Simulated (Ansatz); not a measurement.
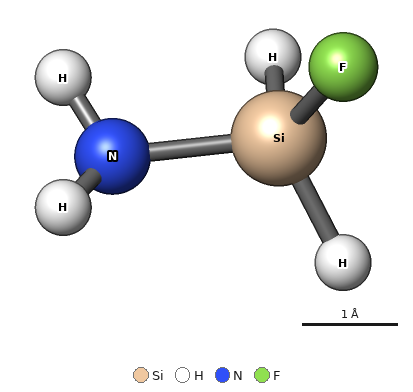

*The starting structure (ball-and-stick view, seen at a tilt).*

Bond lengths as drawn: F–Si 1.61 Å, H–N 1.01 Å, H–Si 1.46 to 1.48 Å and N–Si 1.76 Å.

**Run report: SiNH$_{4}$F, geometry relaxation**

SiNH$_{4}$F, computed with RKS r2SCAN-D4/6-31G* (Ansatz 0.2.0).

It belongs to a series of runs on one base structure; here: end point A relaxed.

What the program printed:
```
The last accepted step is kept in [file] (removed where the run ends without a failure and the disk answers)
Engine: ansatz 0.2.0, x86_64-unknown-linux-gnu
Functional definition: r2SCAN
  parameter k0 = 0.174
  parameter k1 = 0.065
  parameter a1 = 4.9479
  exchange = r2scan_x(k0 = k0, k1 = k1, a1 = a1)
  correlation = r2scan_c
694 factors; their error is unknown
mean field evaluation 1: about -12141.8290 eV, gradient 5.9e1 eV
mean field evaluation 2: about -12126.5113 eV, gradient 9.7e1 eV
mean field evaluation 4: about -12148.2545 eV, gradient 7.2e0 eV
mean field evaluation 8: about -12148.3336 eV, gradient 3.5e-2 eV
mean field evaluation 16: about -12148.2844 eV, gradient 2.5e-5 eV
mean field -12148.28439274 eV, -446.4412170304 hartree, gradient 2.5e-5 eV, S^2 0.000000; 0 other end points of the search recorded, 0 dependent functions left out
the calculation of the forces begins
reference -12148.28440187 eV, -446.4412173659 hartree; 17, 17 occupied and 40, 40 virtual orbitals, 694 factors
relax step   1: F+E_penalty+E_count = -12148.30581786 eV  Δ(F+E_penalty+E_count) = +0.000e0 eV  max|allowed force component| = 1.803e0 eV/Å  Δτ_max = 0.0000 Å  (25 SCF iters, accepted)
these checks for a lower state are left out or cut short: starts, cluster_reference, orbital_swaps, neighbouring_geometries, increment
694 factors; their error is unknown
mean field -12148.45060191 eV, -446.4473251045 hartree, gradient 2.3e-5 eV, S^2 0.000000; 0 other end points of the search recorded, 0 dependent functions left out
the calculation of the forces begins
reference -12148.45061095 eV, -446.4473254368 hartree; 17, 17 occupied and 40, 40 virtual orbitals, 694 factors
relax step   2: F+E_penalty+E_count = -12148.47210117 eV  Δ(F+E_penalty+E_count) = -1.663e-1 eV  max|allowed force component| = 7.384e-1 eV/Å  Δτ_max = 0.1954 Å  (27 SCF iters, accepted)
these checks for a lower state are left out or cut short: starts, cluster_reference, orbital_swaps, neighbouring_geometries, increment
694 factors; their error is unknown
mean field -12148.47628002 eV, -446.4482687577 hartree, gradient 1.0e-5 eV, S^2 0.000000; 0 other end points of the search recorded, 0 dependent functions left out
the calculation of the forces begins
reference -12148.47628905 eV, -446.4482690894 hartree; 17, 17 occupied and 40, 40 virtual orbitals, 694 factors
relax step   3: F+E_penalty+E_count = -12148.49782140 eV  Δ(F+E_penalty+E_count) = -2.572e-2 eV  max|allowed force component| = 2.576e-1 eV/Å  Δτ_max = 0.0388 Å  (27 SCF iters, accepted)
these checks for a lower state are left out or cut short: starts, cluster_reference, orbital_swaps, neighbouring_geometries, increment
694 factors; their error is unknown
mean field evaluation 32: about -12148.5287 eV, gradient 3.8e-2 eV
mean field -12148.48066133 eV, -446.4484297678 hartree, gradient 2.5e-5 eV, S^2 0.000000; 0 other end points of the search recorded, 0 dependent functions left out
the calculation of the forces begins
reference -12148.48067037 eV, -446.4484301002 hartree; 17, 17 occupied and 40, 40 virtual orbitals, 694 factors
relax step   4: F+E_penalty+E_count = -12148.50221847 eV  Δ(F+E_penalty+E_count) = -4.397e-3 eV  max|allowed force component| = 7.340e-1 eV/Å  Δτ_max = 0.0768 Å  (26 SCF iters, accepted)
these checks for a lower state are left out or cut short: starts, cluster_reference, orbital_swaps, neighbouring_geometries, increment
694 factors; their error is unknown
mean field -12148.49039867 eV, -446.4487876085 hartree, gradient 8.2e-6 eV, S^2 0.000000; 0 other end points of the search recorded, 0 dependent functions left out
the calculation of the forces begins
reference -12148.49040771 eV, -446.4487879408 hartree; 17, 17 occupied and 40, 40 virtual orbitals, 694 factors
relax step   5: F+E_penalty+E_count = -12148.51195989 eV  Δ(F+E_penalty+E_count) = -9.741e-3 eV  max|allowed force component| = 1.630e-1 eV/Å  Δτ_max = 0.0218 Å  (28 SCF iters, accepted)
these checks for a lower state are left out or cut short: starts, cluster_reference, orbital_swaps, neighbouring_geometries, increment
694 factors; their error is unknown
mean field -12148.49450497 eV, -446.4489385123 hartree, gradient 1.1e-5 eV, S^2 0.000000; 0 other end points of the search recorded, 0 dependent functions left out
the calculation of the forces begins
reference -12148.49451402 eV, -446.4489388447 hartree; 17, 17 occupied and 40, 40 virtual orbitals, 694 factors
relax step   6: F+E_penalty+E_count = -12148.51605853 eV  Δ(F+E_penalty+E_count) = -4.099e-3 eV  max|allowed force component| = 5.781e-2 eV/Å  Δτ_max = 0.0488 Å  (27 SCF iters, accepted)
these checks for a lower state are left out or cut short: starts, cluster_reference, orbital_swaps, neighbouring_geometries, increment
694 factors; their error is unknown
mean field -12148.49508760 eV, -446.4489599235 hartree, gradient 8.5e-6 eV, S^2 0.000000; 0 other end points of the search recorded, 0 dependent functions left out
the calculation of the forces begins
reference -12148.49509665 eV, -446.4489602560 hartree; 17, 17 occupied and 40, 40 virtual orbitals, 694 factors
relax step   7: F+E_penalty+E_count = -12148.51664218 eV  Δ(F+E_penalty+E_count) = -5.837e-4 eV  max|allowed force component| = 2.325e-3 eV/Å  Δτ_max = 0.0162 Å  (26 SCF iters, accepted)
694 factors; their error is unknown
mean field evaluation 64: about -12148.4977 eV, gradient 5.4e0 eV
```

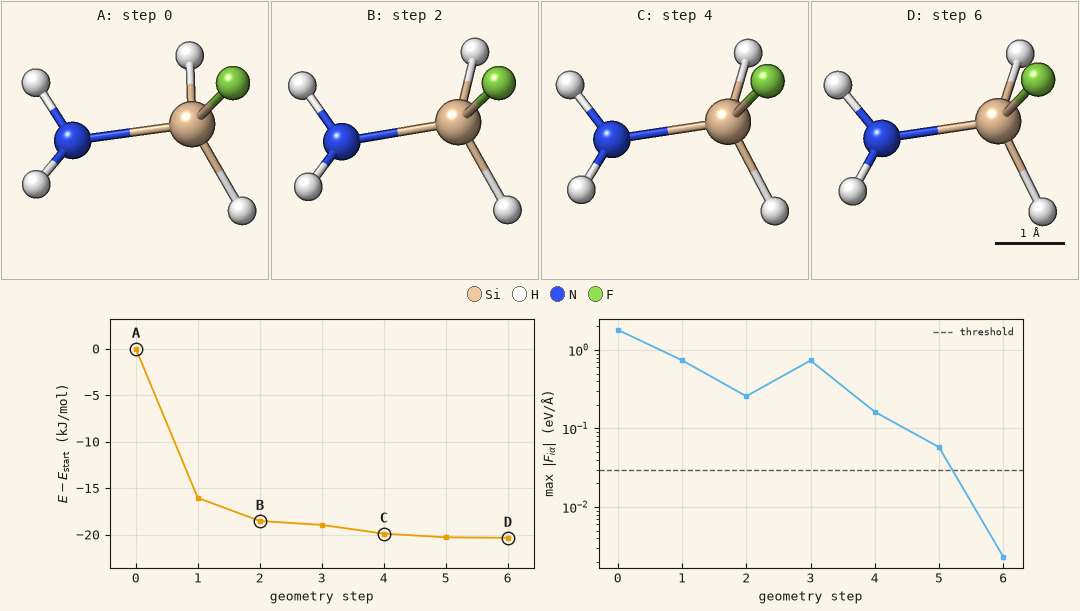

*Frames of the relaxation (ball-and-stick view, seen at a tilt) above the curves, on which the letters mark them (the first geometry is step 0 here and step 1 in the log).*

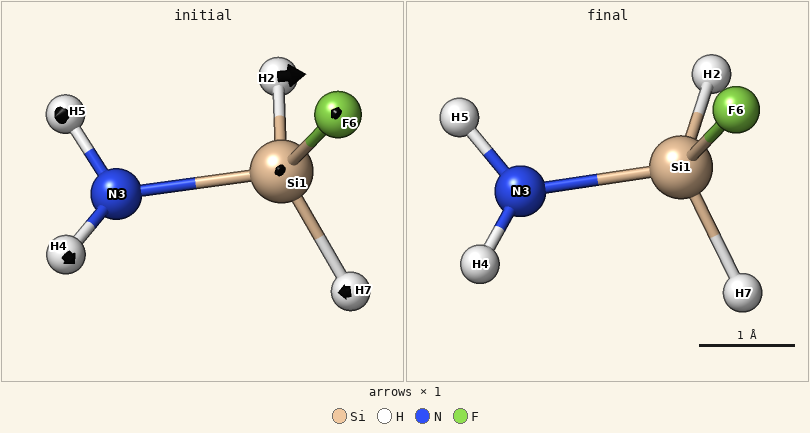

*Before (left) and after (right) the relaxation, at one scale (ball-and-stick view, seen at a tilt). The black arrows give the displacements, at true length.*

H2 moves most after the best rigid fit: 0.30 Å. Largest moves by element: H 0.30 Å, F 0.10 Å, Si 0.09 Å, N 0.05 Å. Among the contacts that change: Si1–N3 1.759 → 1.710 Å, Si1–H2 1.455 → 1.483 Å, Si1–H7 1.478 → 1.483 Å. Among the angles that change: H2–Si1–N3 90.9° → 107.2°, Si1–N3–H5 115.0° → 121.1°, H2–Si1–F6 112.0° → 106.8°. After 6 geometry steps the energy has fallen by 20.3 kJ/mol. Largest force component: 1.8 eV/Å at the start, 0.0023 eV/Å at the end. (Atoms are counted from 1 in the order of the input.)

```
mean field -12148.49508760 eV, -446.4489599235 hartree, gradient 1.1e-5 eV, S^2 0.000000; 1 other end points of the search recorded, 0 dependent functions left out
the calculation of the forces begins
reference -12148.49509665 eV, -446.4489602560 hartree; 17, 17 occupied and 40, 40 virtual orbitals, 694 factors
Total energy: -12148.51665123 eV, -446.4497523722 hartree
Atom 0 at     0.233217     0.012480     0.305933 Å, force    -0.002325     0.000406    -0.001116 eV/Å
Atom 1 at    -0.132180     0.347224     1.703966 Å, force    -0.000607    -0.000983     0.001095 eV/Å
Atom 2 at     1.935666    -0.139041     0.250798 Å, force     0.000304    -0.000600     0.000741 eV/Å
Atom 3 at     2.399046    -0.549659    -0.550203 Å, force     0.000799    -0.001754    -0.000197 eV/Å
Atom 4 at     2.535202     0.530476     0.716888 Å, force     0.000032     0.001452    -0.001147 eV/Å
Atom 5 at    -0.390300     1.174855    -0.630546 Å, force     0.000371     0.002277     0.000013 eV/Å
Atom 6 at    -0.340050    -1.270335    -0.169335 Å, force     0.001426    -0.000798     0.000611 eV/Å
Dipole moment:     0.394004    -0.076747     0.024622 e Å
```

Trajectory as extended XYZ (Å, eV, eV/Å), 7 frames, from step=1 to step=7:
```
7
Properties=species:S:1:pos:R:3:forces:R:3 step=1 energy=-12148.30582
Si    0.1776   -0.0067    0.2414    1.8030  -0.1162   0.1576
H     0.1662    0.3639    1.6485   -0.9214   0.2508   0.5906
N     1.9276   -0.1843    0.2749   -0.8714  -0.0814  -0.7430
H     2.4888   -0.4361   -0.5317   -0.0099  -0.0075  -0.0146
H     2.4168    0.4966    0.8442   -0.0035  -0.0112   0.0070
F    -0.4608    1.1446   -0.6935    0.0095  -0.0181   0.0062
H    -0.4756   -1.2721   -0.1562   -0.0062  -0.0164  -0.0038
7
Properties=species:S:1:pos:R:3:forces:R:3 step=2 energy=-12148.47210
Si    0.2189    0.0104    0.2830    0.7384  -0.3557   0.0657
H    -0.0190    0.3797    1.7087   -0.1206   0.0301  -0.1914
N     1.9490   -0.1889    0.2381   -0.7160   0.3098   0.0604
H     2.4838   -0.4409   -0.5857   -0.1460  -0.0172  -0.0057
H     2.4632    0.4728    0.8097    0.1216  -0.0558  -0.0511
F    -0.4288    1.1279   -0.6875    0.1015   0.1399   0.0665
H    -0.4264   -1.2549   -0.1387    0.0210  -0.0511   0.0555
7
Properties=species:S:1:pos:R:3:forces:R:3 step=3 energy=-12148.49782
Si    0.2336    0.0040    0.2896    0.0818  -0.1868   0.0876
H    -0.0575    0.3803    1.7040   -0.0020  -0.0219  -0.1599
N     1.9417   -0.1822    0.2351   -0.1715   0.2576   0.1251
H     2.4608   -0.4458   -0.5939   -0.0970  -0.0385  -0.0075
H     2.4710    0.4770    0.7965    0.1038  -0.0724  -0.0679
F    -0.4003    1.1372   -0.6730    0.0596   0.0851   0.0088
H    -0.4086   -1.2646   -0.1308    0.0252  -0.0230   0.0140
7
Properties=species:S:1:pos:R:3:forces:R:3 step=4 energy=-12148.50222
Si    0.2363    0.0043    0.2990    0.1504   0.0376  -0.0827
H    -0.0857    0.3655    1.7030   -0.0122  -0.0125  -0.0298
N     1.9445   -0.1425    0.2269   -0.7340   0.0625   0.3912
H     2.4169   -0.5075   -0.5808    0.3034  -0.0092  -0.1910
H     2.4895    0.5021    0.7814    0.2964  -0.0116  -0.1401
F    -0.3887    1.1540   -0.6546    0.0019  -0.0176   0.0521
H    -0.3722   -1.2700   -0.1474   -0.0059  -0.0491   0.0004
7
Properties=species:S:1:pos:R:3:forces:R:3 step=5 energy=-12148.51196
Si    0.2362    0.0045    0.3012   -0.0627   0.0210  -0.0537
H    -0.1028    0.3622    1.7008    0.0050  -0.0088  -0.0010
N     1.9374   -0.1464    0.2367   -0.0191  -0.0290  -0.0059
H     2.4191   -0.5061   -0.5820   -0.0307   0.0942   0.1630
H     2.5041    0.5061    0.7657    0.0985  -0.0582  -0.1137
F    -0.3827    1.1589   -0.6497   -0.0079  -0.0159   0.0207
H    -0.3707   -1.2732   -0.1452    0.0169  -0.0033  -0.0093
7
Properties=species:S:1:pos:R:3:forces:R:3 step=6 energy=-12148.51606
Si    0.2324    0.0107    0.3014   -0.0062   0.0152   0.0578
H    -0.1163    0.3504    1.7027   -0.0335   0.0025  -0.0072
N     1.9346   -0.1409    0.2519    0.0265  -0.0038  -0.0324
H     2.4026   -0.5362   -0.5537    0.0114  -0.0164  -0.0161
H     2.5316    0.5232    0.7293   -0.0201   0.0003   0.0022
F    -0.3938    1.1693   -0.6378    0.0068   0.0052  -0.0014
H    -0.3505   -1.2705   -0.1662    0.0151  -0.0031  -0.0029
7
Properties=species:S:1:pos:R:3:forces:R:3 step=7 energy=-12148.51664
Si    0.2332    0.0125    0.3059   -0.0023   0.0004  -0.0011
H    -0.1322    0.3472    1.7040   -0.0006  -0.0010   0.0011
N     1.9357   -0.1390    0.2508    0.0003  -0.0006   0.0007
H     2.3990   -0.5497   -0.5502    0.0008  -0.0018  -0.0002
H     2.5352    0.5305    0.7169    0.0000   0.0015  -0.0011
F    -0.3903    1.1749   -0.6305    0.0004   0.0023   0.0000
H    -0.3401   -1.2703   -0.1693    0.0014  -0.0008   0.0006
```

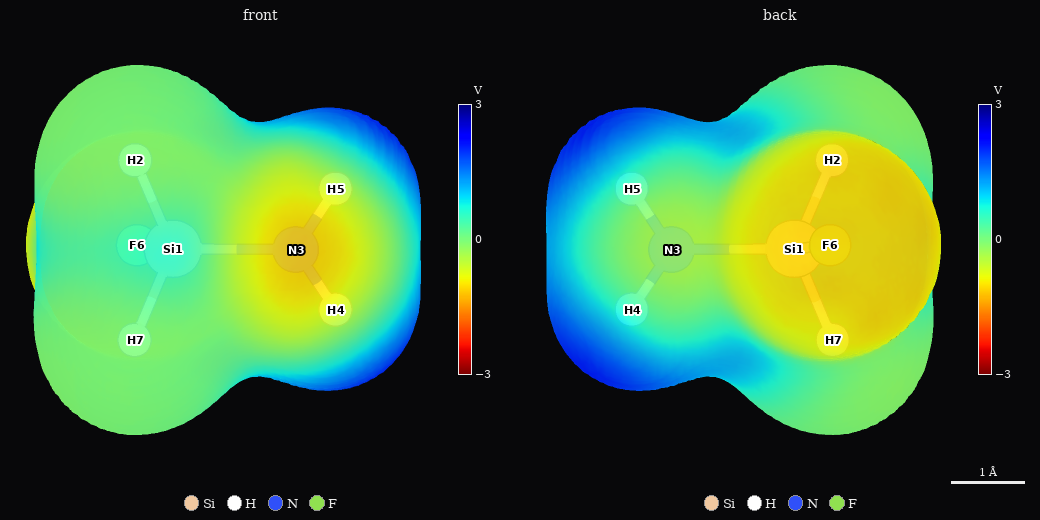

*The molecular electrostatic potential painted on the density surface at 0.002 e/bohr³, seen face on and from behind; red is negative and blue positive.*

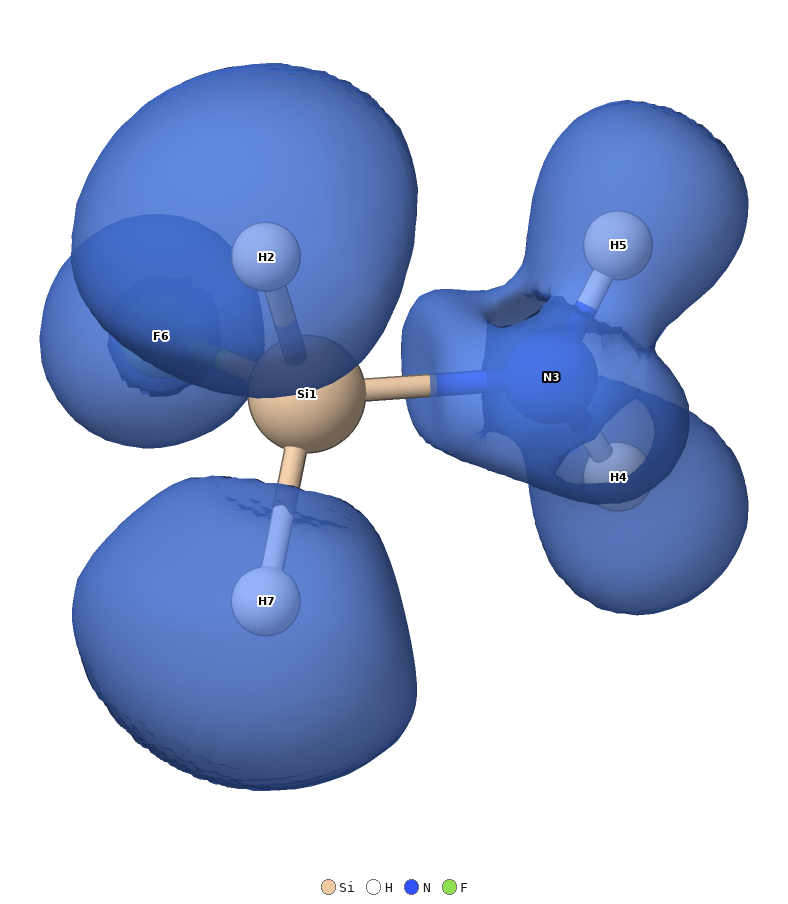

*Isosurface of the electron localisation function at 0.75 (blue), seen at a tilt. Only the valence region is drawn (cores and ρ < 0.01 e/Å³ removed).*

Profiles from the grid: Si–F (1.62 Å): the ELF peaks at about 0.85 between the atoms.

The run was set up as follows.

Input:
```yaml
crystal:
  periodic: [false, false, false]
  atoms:
    - { symbol: Si, position_ang: [0.177551, -0.006728, 0.241378] }
    - { symbol: H, position_ang: [0.166192, 0.363941, 1.648498] }
    - { symbol: "N", position_ang: [1.927638, -0.184251, 0.2749] }
    - { symbol: H, position_ang: [2.488846, -0.436066, -0.531745] }
    - { symbol: H, position_ang: [2.416787, 0.496644, 0.844187] }
    - { symbol: F, position_ang: [-0.460814, 1.144587, -0.693524] }
    - { symbol: H, position_ang: [-0.475599, -1.272127, -0.156193] }
basis:
  gaussian: { orbitals: "6-31G*" }
hamiltonian:
  xc: r2scan
  dispersion: d4
relax:
  f_tol: 0.03
  max_steps: 50
output:
  orbitals: {}
```

Launch command:
```bash
ansatz run input.yaml --threads 1 --pin off --max-ram 2048MiB --backend cpu --events-out ev --progress --plain --runs-dir out
```

Summary:

```tsv
quantity	value
outcome	converged
total energy	−12148.5167 eV
mean-field energy	−12148.4951 eV
largest force (length of the vector) at the end	0.003 eV/Å
hardware	1 thread of AMD EPYC (Zen 3), 192 GiB of memory available, shared host
wall time	18 s
peak memory	0.15 GiB
```
